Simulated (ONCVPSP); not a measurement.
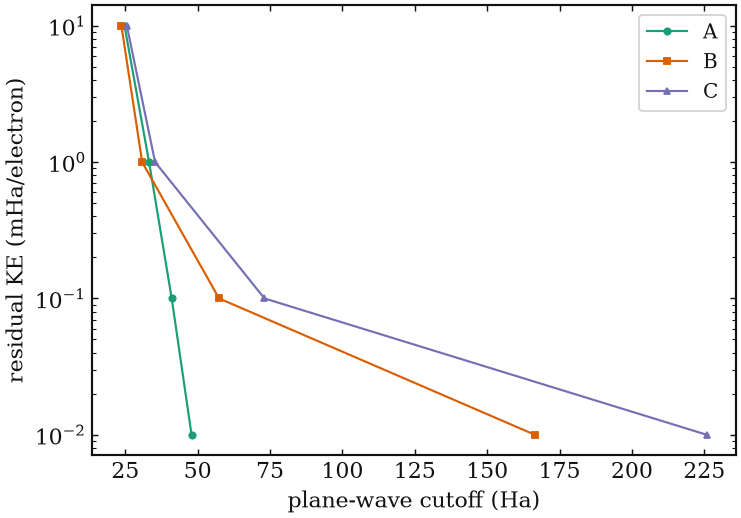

The residual kinetic energy of the 4d3/2 wave for 3 variants of one potential.

Base settings:

```
Element                 : Pd
Generator               : ONCVPSP 4.0.1
Type                    : optimised norm-conserving Vanderbilt (ONCV)
Functional              : PW91
Relativity              : fully relativistic
Frozen core             : [Ar] 3d10
Valence charge          : 18
Reference configuration : 4s2 4p6 4d10
Partial waves           : 4s: rc 1.10 bohr, ncon 4, nbas 9, qcut 7.1 1/bohr, 2 projectors, debl 1.3 Ha; 4p: rc 1.40 bohr, ncon 4, nbas 9, qcut 8.8 1/bohr, 1 projector; 4d: rc 1.25 bohr, ncon 5, nbas 9, qcut 8.1 1/bohr, 3 projectors, debl 2.4 Ha
Local potential         : polynomial inside 0.95 bohr (lpopt 5, dvloc0 0 Ha)
Core correction         : Teter function, fcfact 4.75, rcfact 1.35
```

In the s channel the program set the typed energies aside and used -3.137, 0.250 Ha.

> Match the curves to these variants:
1. base
2. d: qcut 11.8
3. functional LDA (Perdew-Wang 92); d: rc 1.1, qcut 9.2

A = 2, B = 1, C = 3.

Of the 3 potentials behind this page, the base run counted, 2 are unsound (ghost states, missed reference levels or an overlap that isn't positive definite).
